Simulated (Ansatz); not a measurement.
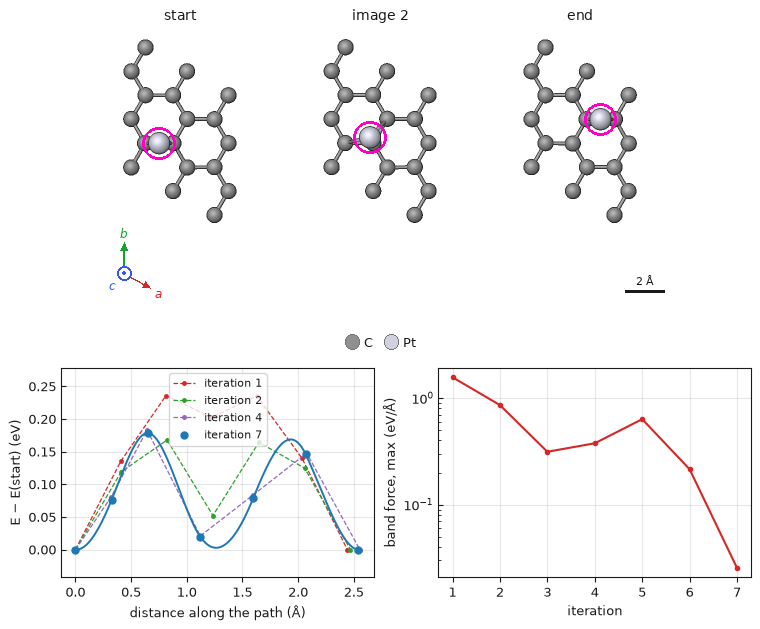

NEB run on Pt on graphene monolayer (19 atoms in the cell). Images are numbered from 0 (start) to 6 (end). The plot follows the band through its iterations. Style: ball-and-stick. Shown: the simulation cell, with the vacuum cut short (origin moved), along the c axis. The moving atom is ringed, with any periodic copies. Bonds to atoms that aren't drawn are left out.

The calculation used Ansatz 0.2.0, DFT PBE, scalar-relativistic, plane waves, PAW.

The input:
```yaml
crystal:
  lattice:
    - [7.398, 0.0, 0.0]
    - [-3.699, 6.406856, 0.0]
    - [0.0, 0.0, 12.0]
  atoms:
    - { symbol: C, position: [2.857e-05, 1.668e-05, 0.07991271] }
    - { symbol: C, position: [0.22132403, 0.11066428, 0.07769244] }
    - { symbol: C, position: [0.0004224, 0.33360449, 0.08003648] }
    - { symbol: C, position: [0.21932124, 0.44096291, 0.08516459] }
    - { symbol: C, position: [0.00042261, 0.66682265, 0.0800364] }
    - { symbol: C, position: [0.21932151, 0.77836304, 0.08516439] }
    - { symbol: C, position: [0.33351633, 0.00048433, 0.07931973] }
    - { symbol: C, position: [0.55496242, 0.11118764, 0.07933556] }
    - { symbol: C, position: [0.33351632, 0.33303664, 0.07932019] }
    - { symbol: C, position: [0.55496246, 0.44377949, 0.07933604] }
    - { symbol: C, position: [0.3301828, 0.66509364, 0.09943394] }
    - { symbol: C, position: [0.55828529, 0.77914491, 0.09955014] }
    - { symbol: C, position: [0.66912385, 0.00322391, 0.08524455] }
    - { symbol: C, position: [0.8880133, 0.11060596, 0.08011173] }
    - { symbol: C, position: [0.66714472, 0.33357469, 0.07766861] }
    - { symbol: C, position: [0.88844341, 0.444224, 0.07981839] }
    - { symbol: C, position: [0.66912393, 0.66590463, 0.08524482] }
    - { symbol: C, position: [0.88801338, 0.7774121, 0.0801118] }
    - { symbol: Pt, position: [0.44295754, 0.72148411, 0.26249691] }
basis:
  ecutwfc: 420.0
kpoints:
  mp_grid: { grid: [2, 2, 1] }
hamiltonian:
  xc: pbe
scf:
  occupations: { method: gaussian, width: 0.02 }
  lower_state_search: "off"
neb:
  images: 5
  f_tol: 0.05
  initial_path: linear
  max_iterations: 32
  final_atoms:
    - { symbol: C, position: [0.00245726, -0.00076204, 0.08524482] }
    - { symbol: C, position: [0.22134671, 0.11074543, 0.0801118] }
    - { symbol: C, position: [0.00245718, 0.33655724, 0.08524455] }
    - { symbol: C, position: [0.22134663, 0.44393929, 0.08011173] }
    - { symbol: C, position: [0.00047805, 0.66690802, 0.07766861] }
    - { symbol: C, position: [0.22177674, 0.77755733, 0.07981839] }
    - { symbol: C, position: [0.33375594, 0.00015598, 0.0800364] }
    - { symbol: C, position: [0.55265484, 0.11169637, 0.08516439] }
    - { symbol: C, position: [0.3333619, 0.33335001, 0.07991271] }
    - { symbol: C, position: [0.55465736, 0.44399761, 0.07769244] }
    - { symbol: C, position: [0.33375573, 0.66693782, 0.08003648] }
    - { symbol: C, position: [0.55265457, 0.77429624, 0.08516459] }
    - { symbol: C, position: [0.66351613, -0.00157303, 0.09943394] }
    - { symbol: C, position: [0.89161862, 0.11247824, 0.09955014] }
    - { symbol: C, position: [0.66684966, 0.33381766, 0.07931973] }
    - { symbol: C, position: [0.88829575, 0.44452097, 0.07933556] }
    - { symbol: C, position: [0.66684965, 0.66636997, 0.07932019] }
    - { symbol: C, position: [0.88829579, 0.77711282, 0.07933604] }
    - { symbol: Pt, position: [0.77629087, 1.05481744, 0.26249691] }
  order_check: true
```

Run as
```bash
ansatz run input.yaml --threads 1 --pin off --max-ram 3072MiB --backend cpu --events-out ev --progress --plain --runs-dir out
```

### Did the band converge, and can the barrier be trusted?

The run is converged, with reservations. The band converged in 7 iterations. The largest component of the band force went from 1.6 to 0.025 eV/Å. The climbing image converged on the top of the path. A check of its curvatures didn't confirm a first-order saddle. The first iteration put the highest image at 0.236 eV. The barrier is about 0.179 eV in both directions, with image 2 at the top; the ends have the same energy. The profile has 2 maxima (images 2, 5) with a dip at image 3 (+0.019 eV), so the process runs in steps.

Limits of the set-up: the periodic images lie only 7.4 Å apart, so the values are limited by the cell's size.
